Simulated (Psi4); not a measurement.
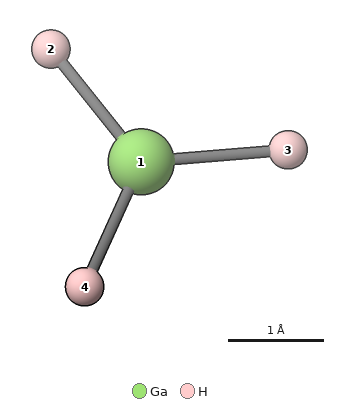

Fig. 1: The input geometry (ball-and-stick view, seen at a tilt; atoms are numbered from 1 in the order of the input). Sticks mark near contacts. Bond lengths as drawn: Ga–H 1.57 Å.

GaH3: energy and gradient calculation

GaH3, SMILES [GaH3], computed with PBE/aug-cc-pVDZ, RKS (Psi4 1.11).

The geometry comes from this level: PBE0-D4/def2-TZVP.

Input file (gah3.dat)
```
memory 1600 MB

molecule molecule1 {
  Ga
  H 1 1.568434
  H 1 1.568404 2 119.9994
  H 1 1.568358 3 120.00294 2 179.88964
  symmetry c1
}

set puream true
set e_convergence 1e-09
set d_convergence 1e-08
set scf_type pk
set dft_radial_points 99
set dft_spherical_points 590

e, wfn = gradient('pbe/aug-cc-pVDZ', return_wfn=True)
oeprop(wfn, 'LOWDIN_CHARGES', 'WIBERG_LOWDIN_INDICES', 'QUADRUPOLE')
```

Command:
```bash
psi4 -n 1 gah3.dat gah3.out
```

What the program printed
```
Psi4 1.11 release

gradient() will perform analytic gradient computation.

   => Loading Basis Set <=

    Name: AUG-CC-PVDZ
    Role: ORBITAL
    Keyword: BASIS

         ---------------------------------------------------------
                                   SCF
                              RKS Reference
                        1 Threads,   1525 MiB Core
         ---------------------------------------------------------

  ==> Geometry <==

    Molecular point group: c1
    Full point group: C1

    Geometry (in Angstrom), charge = 0, multiplicity = 1:

       Center              X                  Y                   Z               Mass
    ------------   -----------------  -----------------  -----------------  -----------------
         GA           0.000036644757    -0.000000242101    -0.000001749225    68.925573500000
         H            0.000036644757    -0.000000242101     1.568432250775     1.007825032230
         H            0.000036644757     1.358285677366    -0.784189525331     1.007825032230
         H           -0.002579439692    -1.358268877902    -0.784123095232     1.007825032230

  Running in c1 symmetry.

  Rotational constants: A =      4.53335  B =      4.53309  C =      2.26661 [cm^-1]
  Rotational constants: A = 135906.47685  B = 135898.71194  C =  67951.33739 [MHz]
  Nuclear repulsion =   31.962563877615406

  Charge       = 0
  Multiplicity = 1
  Electrons    = 34
  Nalpha       = 17
  Nbeta        = 17

  ==> Algorithm <==

  SCF Algorithm Type is PK.
  DIIS enabled.
  MOM disabled.
  Fractional occupation disabled.
  Guess Type is SAD.
  Energy threshold   = 1.00e-09
  Density threshold  = 1.00e-08
  Integral threshold = 1.00e-12

  ==> Primary Basis <==

  Basis Set: AUG-CC-PVDZ
    Blend: AUG-CC-PVDZ
    Number of shells: 29
    Number of basis functions: 63
    Number of Cartesian functions: 66
    Spherical Harmonics?: true
    Max angular momentum: 2

  ==> DFT Potential <==

   => LibXC <=

    Version 7.1.2

   => Composite Functional: PBE <=

    PBE GGA Exchange-Correlation Functional

    Deriv               =              1
    GGA                 =           TRUE
    Meta                =          FALSE

    Exchange Hybrid     =          FALSE
    MP2 Hybrid          =          FALSE

   => Exchange Functionals <=

    1.0000     XC_GGA_X_PBE

   => Correlation Functionals <=

    1.0000     XC_GGA_C_PBE

   => LibXC Density Thresholds  <==

    XC_GGA_C_PBE:  1.00E-12
    XC_GGA_X_PBE:  1.00E-15

   => Molecular Quadrature <=

    Radial Scheme          =       TREUTLER
    Pruning Scheme         =           NONE
    Nuclear Scheme         =       TREUTLER

    Blocking Scheme        =         OCTREE
    BS radius alpha        =              1
    Pruning alpha          =              1
    Radial Points          =             99
    Spherical Points       =            590
    Total Points           =         227307
    Total Blocks           =           1682
    Max Points             =            256
    Max Functions          =             63
    Weights Tolerance      =       1.00E-15

  ==> Integral Setup <==

  Using in-core PK algorithm.
   Calculation information:
      Number of atoms:                   4
      Number of AO shells:              29
      Number of primitives:            114
      Number of atomic orbitals:        66
      Number of basis functions:        63

      Integral cutoff                 1.00e-12
      Number of threads:                 1

  Performing in-core PK
  Using 4066272 doubles for integral storage.
  We computed 94830 shell quartets total.
  Whereas there are 94830 unique shell quartets.

  ==> DiskJK: Disk-Based J/K Matrices <==

    J tasked:                  Yes
    K tasked:                   No
    wK tasked:                  No
    Memory [MiB]:              724
    Schwarz Cutoff:          1E-12

  Cached 100.0% of DFT collocation blocks in 0.410 [GiB].

  Minimum eigenvalue in the overlap matrix is 1.4366375831E-03.
  Reciprocal condition number of the overlap matrix is 2.2888624423E-04.
    Using symmetric orthogonalization.

  ==> Pre-Iterations <==

  SCF Guess: Superposition of Atomic Densities via on-the-fly atomic UHF (no occupation information).

   -------------------------
    Irrep   Nso     Nmo
   -------------------------
     A         63      63
   -------------------------
    Total      63      63
   -------------------------

  ==> Iterations <==

                        Total Energy        Delta E     RMS |[F,P]|

   @RKS iter SAD: -1922.74305368072532   -1.92274e+03   0.00000e+00
   @RKS iter   1: -1925.40140910987475   -2.65836e+00   1.86325e-02 ADIIS/DIIS
   @RKS iter   2: -1905.61427337290547    1.97871e+01   1.37684e-01 ADIIS
   @RKS iter   3: -1925.64285237926333   -2.00286e+01   2.17526e-02 ADIIS/DIIS
   @RKS iter   4: -1926.27698841907295   -6.34136e-01   9.44638e-04 ADIIS/DIIS
   @RKS iter   5: -1926.27986474263253   -2.87632e-03   2.58473e-04 ADIIS/DIIS
   @RKS iter   6: -1926.28013874738713   -2.74005e-04   1.12379e-05 DIIS
   @RKS iter   7: -1926.28013920346734   -4.56080e-07   2.52162e-06 DIIS
   @RKS iter   8: -1926.28013922618561   -2.27183e-08   1.05312e-06 DIIS
   @RKS iter   9: -1926.28013923129060   -5.10499e-09   1.61480e-08 DIIS
   @RKS iter  10: -1926.28013923129242   -1.81899e-12   1.47829e-09 DIIS
  Energy and wave function converged.

  ==> Post-Iterations <==

   Electrons on quadrature grid:
      Ntotal   =   33.9999908890 ; deviation = -9.111e-06

    Orbital Energies [Eh]
    ---------------------

    Doubly Occupied:

       1A   -370.992693     2A    -45.389747     3A    -40.236357
       4A    -40.232088     5A    -40.232088     6A     -5.297499
       7A     -3.630555     8A     -3.617229     9A     -3.617229
      10A     -0.758027    11A     -0.752161    12A     -0.752161
      13A     -0.746416    14A     -0.746415    15A     -0.414009
      16A     -0.269719    17A     -0.269710

    Virtual:

      18A     -0.098560    19A     -0.011653    20A      0.014196
      21A      0.014197    22A      0.016945    23A      0.027350
      24A      0.039348    25A      0.039353    26A      0.075058
      27A      0.075059    28A      0.075705    29A      0.075705
      30A      0.092545    31A      0.153061    32A      0.207943
      33A      0.207949    34A      0.221805    35A      0.239658
      36A      0.240945    37A      0.240945    38A      0.277886
      39A      0.288352    40A      0.288353    41A      0.342881
      42A      0.342885    43A      0.350419    44A      0.437224
      45A      0.472602    46A      0.472613    47A      0.552339
      48A      0.552348    49A      0.620435    50A      0.697671
      51A      0.697672    52A      0.861346    53A      0.944867
      54A      0.944882    55A      1.526688    56A      1.571558
      57A      1.602464    58A      1.602468    59A      1.642878
      60A      1.642891    61A      1.678471    62A      1.868141
      63A      1.868154

    Final Occupation by Irrep:
              A
    DOCC [    17 ]
    NA   [    17 ]
    NB   [    17 ]

  @RKS Final Energy: -1926.28013923129242

   => Energetics <=

    Nuclear Repulsion Energy =             31.9625638776154055
    One-Electron Energy =               -2747.5893275235284818
    Two-Electron Energy =                 865.0800538650213412
    DFT Exchange-Correlation Energy =     -75.7334294504009051
    Empirical Dispersion Energy =           0.0000000000000000
    VV10 Nonlocal Energy =                  0.0000000000000000
    Total Energy =                      -1926.2801392312924236

Computation Completed

Properties will be evaluated at   0.000000,   0.000000,   0.000000 [a0]

Properties computed using the SCF density matrix

 Multipole Moments:

 ------------------------------------------------------------------------------------
     Multipole            Electronic (a.u.)      Nuclear  (a.u.)        Total (a.u.)
 ------------------------------------------------------------------------------------

 L = 1.  Multiply by 2.5417464519 to convert [e a0] to [Debye]
 Dipole X            :          0.0036612           -0.0025892            0.0010720
 Dipole Y            :         -0.0000358            0.0000171           -0.0000187
 Dipole Z            :         -0.0002016            0.0001236           -0.0000780
 Magnitude           :                                                    0.0010750

 ------------------------------------------------------------------------------------

	total time  =          6 seconds =       0.10 minutes

         ------------------------------------------------------------
                                   SCF GRAD
         ------------------------------------------------------------

  ==> Geometry <==

    Molecular point group: c1
    Full point group: C1

    Geometry (in Angstrom), charge = 0, multiplicity = 1:

       Center              X                  Y                   Z               Mass
    ------------   -----------------  -----------------  -----------------  -----------------
         GA           0.000036644757    -0.000000242101    -0.000001749225    68.925573500000
         H            0.000036644757    -0.000000242101     1.568432250775     1.007825032230
         H            0.000036644757     1.358285677366    -0.784189525331     1.007825032230
         H           -0.002579439692    -1.358268877902    -0.784123095232     1.007825032230

  Nuclear repulsion =   31.962563877615406

  ==> Basis Set <==

  Basis Set: AUG-CC-PVDZ
    Blend: AUG-CC-PVDZ
    Number of shells: 29
    Number of basis functions: 63
    Number of Cartesian functions: 66
    Spherical Harmonics?: true
    Max angular momentum: 2

  ==> DirectJKGrad: Integral-Direct SCF Gradients <==

    Gradient:                    1
    J tasked:                  Yes
    K tasked:                   No
    wK tasked:                  No
    Integrals threads:           1
    Schwarz Cutoff:          1E-12

  ==> DFT Potential <==

   => LibXC <=

    Version 7.1.2

   => Composite Functional: PBE <=

    PBE GGA Exchange-Correlation Functional

    Deriv               =              1
    GGA                 =           TRUE
    Meta                =          FALSE

    Exchange Hybrid     =          FALSE
    MP2 Hybrid          =          FALSE

   => Exchange Functionals <=

    1.0000     XC_GGA_X_PBE

   => Correlation Functionals <=

    1.0000     XC_GGA_C_PBE

   => LibXC Density Thresholds  <==

    XC_GGA_C_PBE:  1.00E-12
    XC_GGA_X_PBE:  1.00E-15

   => Molecular Quadrature <=

    Radial Scheme          =       TREUTLER
    Pruning Scheme         =           NONE
    Nuclear Scheme         =       TREUTLER

    Blocking Scheme        =         OCTREE
    BS radius alpha        =              1
    Pruning alpha          =              1
    Radial Points          =             99
    Spherical Points       =            590
    Total Points           =         227307
    Total Blocks           =           1682
    Max Points             =            256
    Max Functions          =             63
    Weights Tolerance      =       1.00E-15

  -Total Gradient:
     Atom            X                  Y                   Z
    ------   -----------------  -----------------  -----------------
       1        0.000086197320    -0.000009716125    -0.000015265706
       2       -0.000030425538    -0.000001050720    -0.003052556360
       3       -0.000030438554    -0.002648865789     0.001529996576
       4       -0.000025307701     0.002659675901     0.001537485924

	total time  =          7 seconds =       0.12 minutes

Properties will be evaluated at   0.000000,   0.000000,   0.000000 [a0]
OEProp: No title given, name of density matrix used for the following properties is 'SCF density'

 Multipole Moments:

 ------------------------------------------------------------------------------------
     Multipole            Electronic (a.u.)      Nuclear  (a.u.)        Total (a.u.)
 ------------------------------------------------------------------------------------

 L = 1.  Multiply by 2.5417464519 to convert [e a0] to [Debye]
 Dipole X            :          0.0036612           -0.0025892            0.0010720
 Dipole Y            :         -0.0000358            0.0000171           -0.0000187
 Dipole Z            :         -0.0002016            0.0001236           -0.0000780
 Magnitude           :                                                    0.0010750

 L = 2.  Multiply by 1.3450342976 to convert [e a0^2] to [Debye ang]
 Quadrupole XX       :        -12.0649605            0.0000239          -12.0649366
 Quadrupole XY       :         -0.0163618            0.0126892           -0.0036726
 Quadrupole XZ       :         -0.0094458            0.0073254           -0.0021204
 Quadrupole YY       :        -29.0551283           13.1766376          -15.8784907
 Quadrupole YZ       :          0.0004050           -0.0003706            0.0000344
 Quadrupole ZZ       :        -29.0550865           13.1764506          -15.8786359
 Traceless XX        :         11.3267646           -8.7843468            2.5424178
 Traceless YY        :         -5.6634032            4.3922669           -1.2711363
 Traceless ZZ        :         -5.6633614            4.3920799           -1.2712815

 ------------------------------------------------------------------------------------
  Lowdin Charges: (a.u.)
   Center  Symbol    Alpha    Beta     Spin     Total
       1    GA    15.18994 15.18994  0.00000  0.62012
       2     H     0.60335  0.60335  0.00000 -0.20669
       3     H     0.60335  0.60335  0.00000 -0.20670
       4     H     0.60336  0.60336  0.00000 -0.20672

  Total alpha = 17.00000, Total beta = 17.00000, Total charge =  0.00000

  Wiberg Bond Indices using Orthogonal Lowdin Orbitals:

  Irrep: 1 Size: 4 x 4

                 1                   2                   3                   4

    1     0.00000000000000     1.08359677202015     1.08361405458856     1.08363717396620
    2     1.08359677202015     0.00000000000000     0.13072584382832     0.13073419005063
    3     1.08361405458856     0.13072584382832     0.00000000000000     0.13073377202068
    4     1.08363717396620     0.13073419005063     0.13073377202068     0.00000000000000

  Atomic Valences:

 #  #
 Irrep: 1
      1:    3.250848000574916
      2:    1.345056805899096
      3:    1.345073670437563
      4:    1.345105136037512

    Psi4 run time: 0:00:13.01
```

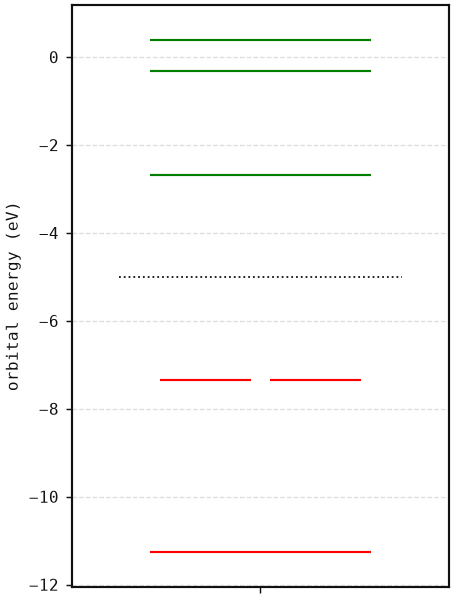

Fig. 2: Orbital energies near the frontier; the dotted line parts filled from empty levels, and levels within 0.02 eV of each other stand side by side. Highest filled −7.34 eV, lowest empty −2.68 eV, 4.66 eV apart.

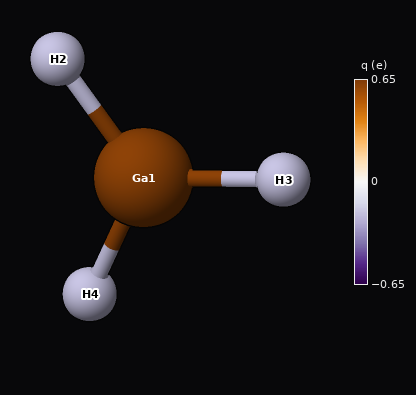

Fig. 3: Löwdin charges, as the colour of each atom (ball-and-stick view, seen at a tilt; atoms are numbered from 1 in the order of the input). By element: Ga +0.62 and H −0.21 e.

Key numbers

| quantity | value |
| --- | --- |
| outcome | converged |
| total energy | −1926.280139 hartree |
| basis functions | 63 |
| largest force | 0.158 eV/Å |
| HOMO | −7.34 eV |
| LUMO | −2.68 eV |
| dipole moment | 0.00 D |
| hardware | 1 thread of Intel Xeon (Granite Rapids), 192 GiB of memory available, shared host |
| wall time | 14 s |
| peak memory | 0.85 GiB |
